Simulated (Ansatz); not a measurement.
# NaB (Fm-3m): a soft mode frozen in, part 2 of 3

Aim: this structure of NaB (Fm-3m) is to be tested for unstable modes, and one is followed downhill.

Ansatz 0.2.0; DFT PBEsol, scalar-relativistic, plane waves, PAW; PAW set soft_1.

So far, highest frequency on the path or at a solved wavevector (cm⁻¹): step 2 (response at finite wavevector) 306. Also lowest frequency on the path (cm⁻¹): step 2 -210.

## (5) Energy along the mode, all amplitudes (two of the runs are shown above)

An imaginary frequency means negative curvature, so the energy should fall and then rise again as anharmonic terms take over.

This step gave:

```yaml
depth_at_the_lowest_point_sampled: 197.2 meV/atom
largest_atomic_shift_at_that_point: 0.6 Å
```

Table of energy from the parent by largest atomic shift:

| largest atomic shift (Å) | energy from the parent (meV/atom) |
| --- | --- |
| 0.000 | 0 |
| 0.040 | -0.852 |
| 0.080 | -3.33 |
| 0.140 | -9.77 |
| 0.220 | -23.2 |
| 0.320 | -48.6 |
| 0.450 | -99.5 |
| 0.600 | -197 |

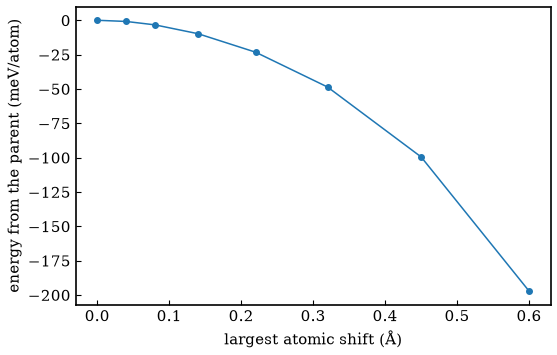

Energy from the parent against largest atomic shift.

Displacement at unit largest shift by atom:

```csv
atom,x (Å),y (Å),z (Å),size
Na1,-0.397,0.000,-0.397,0.561
Na2,0.397,0.000,0.397,0.561
Na3,-0.397,0.000,-0.397,0.561
Na4,0.397,0.000,0.397,0.561
B5,-0.707,0.000,0.707,1.000
B6,0.707,0.000,-0.707,1.000
B7,-0.707,0.000,0.707,1.000
B8,0.707,0.000,-0.707,1.000
```

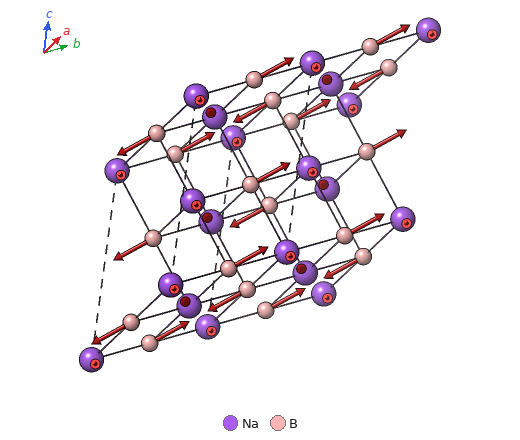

Displacement at unit largest shift as arrows, the longest 1.000 Å. 1×2×1 cells are drawn. Some periodic images of atoms are drawn too.

The lowest of the steps tried is the last one, at 0.6 Å, 197 meV/atom below the parent; the bottom of the well need not coincide with a step.

## (6) Relaxing from the distorted cell

Starting from the lowest point found, all atoms and the cell are let go, so that strain and other modes of the same symmetry can join in.

Contents of input.yaml:

```yaml
crystal:
  lattice:
    - [0.0, 0.0, -5.3023861574]
    - [5.3023861574, 0.0, 0.0]
    - [2.6511930787, -5.3023861574, -2.6511930787]
  atoms:
    - { symbol: Na, position: [0.5449451482, 0.4550548518, 0.0] }
    - { symbol: Na, position: [-0.0449451482, 0.0449451482, 0.0] }
    - { symbol: Na, position: [0.2949451482, 0.7050548518, 0.5] }
    - { symbol: Na, position: [0.7050548518, 0.2949451482, 0.5] }
    - { symbol: B, position: [0.4199861994, -0.0800138006, 0.0] }
    - { symbol: B, position: [0.0800138006, 0.5800138006, 0.0] }
    - { symbol: B, position: [0.1699861994, 0.1699861994, 0.5] }
    - { symbol: B, position: [0.8300138006, 0.8300138006, 0.5] }
kpoints:
  mp_grid: { grid: [8, 8, 8] }
hamiltonian:
  xc: pbesol
  pseudopotentials: { kind: paw, azcp: { folder: soft_1 }, xc_functional: pbe }
scf:
  occupations: { method: methfessel_paxton, width: 0.2 }
output:
  forces: true
  stress: true
  eigenvalues: true
relax:
  adjacent_minimum: "off"
  f_tol: 0.002
  max_steps: 120
  cell: { stress_tol: 0.03 }
```

Launch:

```bash
$ ansatz run input.yaml --threads 4 --pin off --max-ram 10240MiB --backend cpu --events-out ev --progress --plain --runs-dir out
```

Numbers of over 12 decimals in the logs are rounded to 6 here.

The program printed:

```text
[...]
Crystal: 8 atoms, lattice volume = 149.078 Å³
Basis set: ecut = 420 eV, 2913 PW (Γ), exchange–correlation on 72×72×90 points (8 copies of the dense FFT grid, shifted against one another)
Bands: 32, of which v1, the nominal top of the filled ones, is band 24 counted from 1 (23 counted from 0)
Symmetry: 8 space group operations
[...]
k-points: 95 of 512
[...]
SCF iter   1: F=—  HF=-6500.417241 eV  |F-HF|=—  |Δ(HF+E_count)|=         —  Δρ=2.28e-2  dr2=5.79e-1  ethr=3.10e-3  ⟨swp⟩=5.9  Hψ=11432  notcnv=0
[...]
SCF iter   8: F=-6500.284894 eV  HF=-6500.284894 eV  |F-HF|=2.94e-9  |Δ(HF+E_count)|=   3.27e-8  S|Δr|=    0.00e0  Δρ=2.18e-6  dr2=8.74e-9  ethr=2.08e-10  ⟨swp⟩=9.1  Hψ=13047  notcnv=0
SCF 1 converged in 8 iterations: F = -6500.284894 eV  dr2 = 8.74e-9
[...]
relax step   1: F+E_penalty+E_count = -6500.28489409 eV  Δ(F+E_penalty+E_count) = +0.000e0 eV  max|allowed force component| = 9.736e-1 eV/Å  Δτ_max = 0.0000 Å  P = -3.120 GPa  Ω = 149.078 Å³  (8 SCF iters, dr2 threshold 1.00e-7 eV, accepted)
Crystal: 8 atoms, lattice volume = 143.108 Å³
Basis set: ecut = 420 eV, 2791 PW (Γ), exchange–correlation on 72×72×90 points (8 copies of the dense FFT grid, shifted against one another)
[...]
SCF iter   6: F=-6502.630747 eV  HF=-6502.630748 eV  |F-HF|=4.08e-7  |Δ(HF+E_count)|=   4.17e-7  S|Δr|=    0.00e0  Δρ=2.47e-5  dr2=7.83e-7  ethr=1.67e-9  ⟨swp⟩=7.5  Hψ=14222  notcnv=0
SCF 2 converged in 6 iterations: F = -6502.630747 eV  dr2 = 7.83e-7
relax step   2: F+E_penalty+E_count = -6502.63074739 eV  Δ(F+E_penalty+E_count) = -2.346e0 eV  max|allowed force component| = 1.918e0 eV/Å  Δτ_max = 0.1753 Å  P = -4.170 GPa  Ω = 143.108 Å³  energy of the carried Pulay correction = +8.966e-4 eV  (6 SCF iters, dr2 threshold 8.00e-7 eV, accepted)
Crystal: 8 atoms, lattice volume = 138.783 Å³
Basis set: ecut = 420 eV, 2735 PW (Γ), exchange–correlation on 72×72×90 points (8 copies of the dense FFT grid, shifted against one another)
[...]
SCF iter   7: F=-6505.033613 eV  HF=-6505.033613 eV  |F-HF|=4.83e-8  |Δ(HF+E_count)|=   7.81e-7  S|Δr|=    0.00e0  Δρ=1.66e-5  dr2=4.29e-7  ethr=1.67e-9  ⟨swp⟩=9.9  Hψ=14487  notcnv=0
SCF 3 converged in 7 iterations: F = -6505.033613 eV  dr2 = 4.29e-7
relax step   3: F+E_penalty+E_count = -6505.03361300 eV  Δ(F+E_penalty+E_count) = -2.403e0 eV  max|allowed force component| = 4.848e-1 eV/Å  Δτ_max = 0.1975 Å  P = -0.858 GPa  Ω = 138.783 Å³  energy of the carried Pulay correction = +1.569e-3 eV  (7 SCF iters, dr2 threshold 8.00e-7 eV, accepted)
[... from here on, the SCF cycles and remarks between the steps are left out ...]
relax step   4: F+E_penalty+E_count = -6505.17851574 eV  Δ(F+E_penalty+E_count) = -1.449e-1 eV  max|allowed force component| = 1.858e0 eV/Å  Δτ_max = 0.0346 Å  P = +3.233 GPa  Ω = 134.103 Å³  energy of the carried Pulay correction = +2.321e-3 eV  (7 SCF iters, dr2 threshold 8.00e-7 eV, accepted)
relax step   5: F+E_penalty+E_count = -6505.39994021 eV  Δ(F+E_penalty+E_count) = -2.214e-1 eV  max|allowed force component| = 6.536e-1 eV/Å  Δτ_max = 0.1310 Å  P = +0.845 GPa  Ω = 130.304 Å³  energy of the carried Pulay correction = +2.949e-3 eV  (7 SCF iters, dr2 threshold 8.00e-7 eV, accepted)
relax step   6: F+E_penalty+E_count = -6505.48950406 eV  Δ(F+E_penalty+E_count) = -8.956e-2 eV  max|allowed force component| = 2.321e-1 eV/Å  Δτ_max = 0.0476 Å  P = -0.504 GPa  Ω = 137.879 Å³  energy of the carried Pulay correction = +1.713e-3 eV  (6 SCF iters, dr2 threshold 8.00e-7 eV, accepted)
relax step   7: F+E_penalty+E_count = -6505.49583215 eV  Δ(F+E_penalty+E_count) = -6.328e-3 eV  max|allowed force component| = 4.454e-2 eV/Å  Δτ_max = 0.0084 Å  P = +0.077 GPa  Ω = 137.083 Å³  energy of the carried Pulay correction = +1.839e-3 eV  (5 SCF iters, dr2 threshold 8.00e-7 eV, accepted)
relax step   8: F+E_penalty+E_count = -6505.49610297 eV  Δ(F+E_penalty+E_count) = -2.708e-4 eV  max|allowed force component| = 2.541e-3 eV/Å  Δτ_max = 0.0013 Å  P = +0.007 GPa  Ω = 137.065 Å³  energy of the carried Pulay correction = +1.842e-3 eV  (4 SCF iters, dr2 threshold 1.49e-7 eV, accepted)
relax step   9: F+E_penalty+E_count = -6505.49611458 eV  Δ(F+E_penalty+E_count) = -1.160e-5 eV  max|allowed force component| = 4.356e-4 eV/Å  Δτ_max = 0.0015 Å  P = -0.002 GPa  Ω = 137.062 Å³  energy of the carried Pulay correction = +1.843e-3 eV  (6 SCF iters, dr2 threshold 4.03e-10 eV, accepted)
relax step  10: F+E_penalty+E_count = -6505.50206021 eV  Δ(F+E_penalty+E_count) = -5.946e-3 eV  max|allowed force component| = 1.543e-3 eV/Å  Δτ_max = 0.0000 Å  P = +0.052 GPa  Ω = 137.062 Å³  stress off target by 1.75e-1 GPa  SCF on the basis re-selected at this cell (its energy is not comparable with the rows above)  (7 SCF iters)
relax step  11: F+E_penalty+E_count = -6505.50225478 eV  Δ(F+E_penalty+E_count) = -1.946e-4 eV  max|allowed force component| = 1.659e-3 eV/Å  Δτ_max = 0.0024 Å  P = +0.016 GPa  Ω = 137.282 Å³  energy of the carried Pulay correction = -3.874e-5 eV  (4 SCF iters, dr2 threshold 7.69e-8 eV, accepted)
relax step  12: F+E_penalty+E_count = -6505.50226162 eV  Δ(F+E_penalty+E_count) = -6.844e-6 eV  max|allowed force component| = 1.714e-4 eV/Å  Δτ_max = 0.0002 Å  P = +0.001 GPa  Ω = 137.369 Å³  energy of the carried Pulay correction = -5.431e-5 eV  (4 SCF iters, dr2 threshold 8.12e-9 eV, accepted)
[...]
SCF iter   5: F=-6505.502315 eV  HF=-6505.502315 eV  |F-HF|=9.09e-13  |Δ(HF+E_count)|=  4.73e-11  S|Δr|=    0.00e0  Δρ=7.70e-8  dr2=4.29e-12  ethr=1.00e-12  ⟨swp⟩=5.0  Hψ=14017  notcnv=0
SCF 13 converged in 5 iterations: F = -6505.502315 eV  dr2 = 4.29e-12
relax step  13: F+E_penalty+E_count = -6505.50231504 eV  Δ(F+E_penalty+E_count) = -5.341e-5 eV  max|allowed force component| = 2.252e-4 eV/Å  Δτ_max = 0.0000 Å  P = +0.001 GPa  Ω = 137.369 Å³  stress off target by 4.40e-3 GPa  SCF on the basis re-selected at this cell (its energy is not comparable with the rows above)  (5 SCF iters)
[...]
SCF converged after 5 iterations
[...]
Free energy (F): -6505.502315 eV
[...]
Internal energy: -6505.503672 eV  (E = F + TS)
E sigma→0 (E₀):  -6505.502654 eV
Entropy (-TS):   0.001357 eV (0.170 meV/atom)
Fermi energy:    3.148921 eV
[...]
--- Forces (eV/Å), atoms counted from 1 ---
  atom   1  Na    -0.00000090     0.00000000    -0.00000090
  atom   2  Na     0.00000090    -0.00000000     0.00000090
  atom   3  Na    -0.00000090     0.00000000    -0.00000090
  atom   4  Na     0.00000090     0.00000000     0.00000090
  atom   5  B     -0.00022524    -0.00000000     0.00022524
  atom   6  B      0.00022524    -0.00000000    -0.00022524
  atom   7  B     -0.00022524     0.00000000     0.00022524
  atom   8  B      0.00022524     0.00000000    -0.00022524
  max |Σ_I F_I| component: 4.16e-17 eV/Å
--- Stress (GPa, compression-positive) ---
        0.001110       0.000000       0.003286
        0.000000       0.001070       0.000000
        0.003286       0.000000       0.001110
  P = ⅓ Tr σ = 0.0011 GPa (0.011 kbar)
--- Band table (eV; the first three rows and the last of 95) ---
  k-point 0: bands = [... 20 lower, 1.1993, 1.3807, 1.9303, 2.9121, 3.1633, 3.4521, 5.1457, 6.4560, ... 4 higher]
  k-point 1: bands = [... 20 lower, 1.1947, 1.3330, 2.0438, 2.9438, 3.2041, 3.5484, 5.2107, 6.3333, ... 4 higher]
  k-point 2: bands = [... 20 lower, 1.1706, 1.2319, 2.3145, 3.0773, 3.2567, 3.7493, 5.3555, 5.9420, ... 4 higher]
  k-point 94: bands = [... 20 lower, 0.5496, 0.5496, 2.4985, 2.4985, 3.8411, 3.8411, 6.5549, 6.5549, ... 4 higher]
--- Relaxed structure (11 steps of the walk, 11 accepted, 2 SCFs on fresh bases) ---
  F+E_penalty+E_count = -6505.50231504 eV   max|allowed force component| = 2.252e-4 eV/Å   (the final SCF, on the basis selected at the relaxed cell)
  cell:  # Å, volume = 137.3687 Å³
    - [-0.804908, 0.0, -5.222134]
    - [5.222134, 0.0, 0.804908]
    - [2.208613, -5.159812, -2.208613]
  atoms:
    - { symbol: Na, position: [0.560480, 0.439520, 0] }
    - { symbol: Na, position: [-0.060480, 0.060480, 0] }
    - { symbol: Na, position: [0.310480, 0.689520, 0.5] }
    - { symbol: Na, position: [0.689520, 0.310480, 0.5] }
    - { symbol: B, position: [0.376859, -0.123141, 0] }
    - { symbol: B, position: [0.123141, 0.623141, 0] }
    - { symbol: B, position: [0.126859, 0.126859, 0.5] }
    - { symbol: B, position: [0.873141, 0.873141, 0.5] }
```

Run time: 64 s. Hardware: 4 threads of Arm Neoverse V2, shared host; peak memory 0.66 GiB; 4.1 min of CPU time.

Step by step:

| step | energy less that of the first step (eV) | largest force component (eV/Å) | pressure (GPa) | volume (Å³) |
| --- | --- | --- | --- | --- |
| 1 | 0.0000 | 0.9736 | -3.12 | 149.08 |
| 2 | -2.3459 | 1.9176 | -4.17 | 143.11 |
| 3 | -4.7487 | 0.4848 | -0.86 | 138.78 |
| 4 | -4.8936 | 1.8575 | 3.23 | 134.10 |
| 5 | -5.1150 | 0.6536 | 0.84 | 130.30 |
| 6 | -5.2046 | 0.2321 | -0.50 | 137.88 |
| 7 | -5.2109 | 0.0445 | 0.08 | 137.08 |
| 8 | -5.2112 | 0.0025 | 0.01 | 137.07 |
| 9 | -5.2112 | 0.0004 | 0.00 | 137.06 |
| 10* | -5.2172 | 0.0015 | 0.05 | 137.06 |
| 11 | -5.2174 | 0.0017 | 0.02 | 137.28 |
| 12 | -5.2174 | 0.0002 | 0.00 | 137.37 |
| 13* | -5.2174 | 0.0002 | 0.00 | 137.37 |

Relaxation steps marked * repeat the geometry before them on a plane-wave basis chosen anew for their cell, so energy and pressure can jump there.

Forces are held to the 8 operations that the run works with; a distortion that breaks them can't arise in this run.

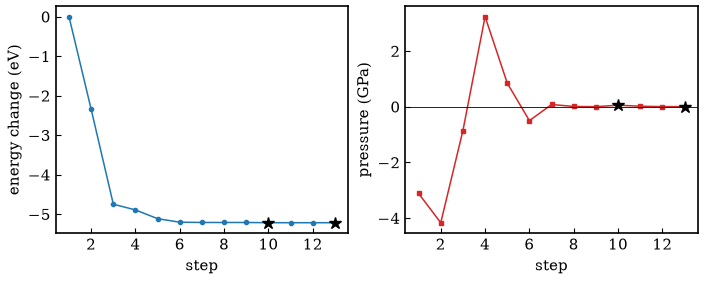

Energy and pressure along the relaxation. Stars mark steps on a basis chosen anew.

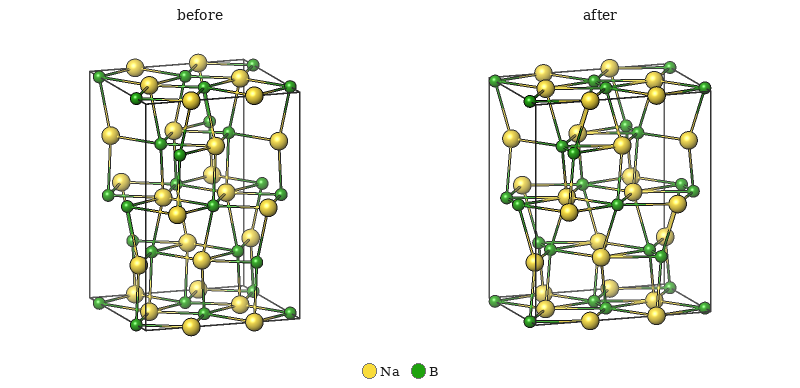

The structure before and after the relaxation, drawn at the same scale.

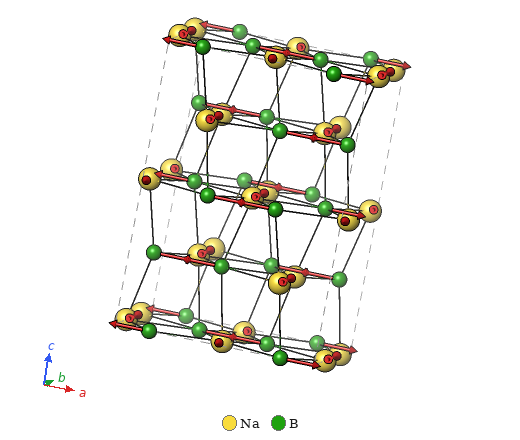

Displacements in the relaxation, exaggerated, measured against the changing cell; the longest in the cell stands for 0.27 Å. Some periodic images of atoms are drawn too.

```csv
cell as run,before,after,change
a (Å),5.302,5.284,-0.4 %
b (Å),5.302,5.284,-0.4 %
c (Å),6.494,6.032,-7.1 %
α (°),65.91,72.17,+9.5 %
β (°),65.91,72.17,+9.5 %
γ (°),90.00,107.52,+19.5 %
volume (Å³/atom),18.63,17.17,-7.9 %
```

The atoms that moved most (Å, as changes of fractional coordinates times the final cell):

```csv
atom,dx,dy,dz,length
B8,0.191,0.000,-0.191,0.269
B7,-0.191,0.000,0.191,0.269
B5,-0.191,0.000,0.191,0.269
B6,0.191,0.000,-0.191,0.269
Na3,-0.094,0.000,-0.094,0.132
Na4,0.094,0.000,0.094,0.132
Na2,0.094,0.000,0.094,0.132
Na1,-0.094,0.000,-0.094,0.132
```

The relaxed structure:

```cif
data_structure
_symmetry_space_group_name_H-M 'P 1'
_symmetry_Int_Tables_number 1
_cell_length_a 5.2838
_cell_length_b 5.2838
_cell_length_c 6.0316
_cell_angle_alpha 72.174
_cell_angle_beta 72.174
_cell_angle_gamma 107.525
_cell_volume 137.37
loop_
_atom_site_label
_atom_site_type_symbol
_atom_site_fract_x
_atom_site_fract_y
_atom_site_fract_z
_atom_site_occupancy
Na1 Na 0.56048 0.43952 0.00000 1
Na2 Na 0.93952 0.06048 0.00000 1
Na3 Na 0.31048 0.68952 0.50000 1
Na4 Na 0.68952 0.31048 0.50000 1
B5 B 0.37686 0.87686 0.00000 1
B6 B 0.12314 0.62314 0.00000 1
B7 B 0.12686 0.12686 0.50000 1
B8 B 0.87314 0.87314 0.50000 1
```

This step gave:

```
pressure        : 0.001097 GPa
volume per atom : 17.17 Å³
```

The distorted start has space group Fddd; the relaxation ends in Fddd.

## (7) The new phase in its own primitive cell

The relaxed structure is symmetrised, reduced to its primitive cell and relaxed tightly, as its phonons need.

input.yaml, the sections that differ from step 6:

```yaml
crystal:
  lattice:
    - [0.0, 4.2617624296, 5.1598118558]
    - [3.1234499445, 0.0, 5.1598118558]
    - [3.1234499445, 4.2617624296, 0.0]
  atoms:
    - { symbol: Na, position: [0.6895195977, 0.3104804023, 0.6895195977] }
    - { symbol: Na, position: [0.3104804023, 0.6895195977, 0.3104804023] }
    - { symbol: Na, position: [0.9395195977, 0.5604804023, 0.9395195977] }
    - { symbol: Na, position: [0.5604804023, 0.9395195977, 0.5604804023] }
    - { symbol: B, position: [0.8731414777, 0.1268585223, 0.1268585223] }
    - { symbol: B, position: [0.1268585223, 0.8731414777, 0.8731414777] }
    - { symbol: B, position: [0.1231414777, 0.3768585223, 0.3768585223] }
    - { symbol: B, position: [0.3768585223, 0.1231414777, 0.1231414777] }
relax:
  adjacent_minimum: "off"
  f_tol: 0.001
  max_steps: 60
  cell: { stress_tol: 0.01 }
# kpoints, hamiltonian, scf, output: as in step 6
```

The program printed:

```text
[...]
Crystal: 8 atoms, lattice volume = 137.369 Å³
Basis set: ecut = 420 eV, 2677 PW (Γ), exchange–correlation on 90×90×72 points (8 copies of the dense FFT grid, shifted against one another)
Bands: 32, of which v1, the nominal top of the filled ones, is band 24 counted from 1 (23 counted from 0)
Symmetry: 8 space group operations
[...]
k-points: 95 of 512
[...]
- { symbol: Na, position: [0.689520, 0.310480, 0.689520] }
    - { symbol: Na, position: [0.310480, 0.6895195977, 0.310480] }
    - { symbol: Na, position: [0.939520, 0.5604804023, 0.939520] }
    - { symbol: Na, position: [0.560480, 0.939520, 0.560480] }
    - { symbol: B, position: [0.873141, 0.126859, 0.126859] }
    - { symbol: B, position: [0.126859, 0.873141, 0.873141] }
    - { symbol: B, position: [0.1231414777, 0.376859, 0.376859] }
    - { symbol: B, position: [0.376859, 0.1231414777, 0.123141] }
[key lines of the parts left out:]
SCF converged after 6 iterations
Free energy (F): -6505.502315 eV
Fermi energy:    3.148921 eV
P = ⅓ Tr σ = 0.0011 GPa (0.011 kbar)
```

It took 10 s on 4 threads; peak memory 0.66 GiB.

Little changed from the start: no atom moved by 0.005 Å and no cell edge by 0.1 %.

Numbers from this step:

* pressure: 0.001095 GPa

The largest force component left is 0.32 meV/Å and the pressure is 0.001 GPa, within the tolerances set. The cell now holds 17.17 Å³/atom.

[end of part 2 of 3]

[Logs are printed without paths, hosts, clocks, repeated set-up lines and the standing remarks that a program may print on its own settings, such as how far it seeks lower states.]

[Hosts, paths, dates, database ids (printed as entryN), source tags and the programs' standing remarks are cut or masked in the printed files.]
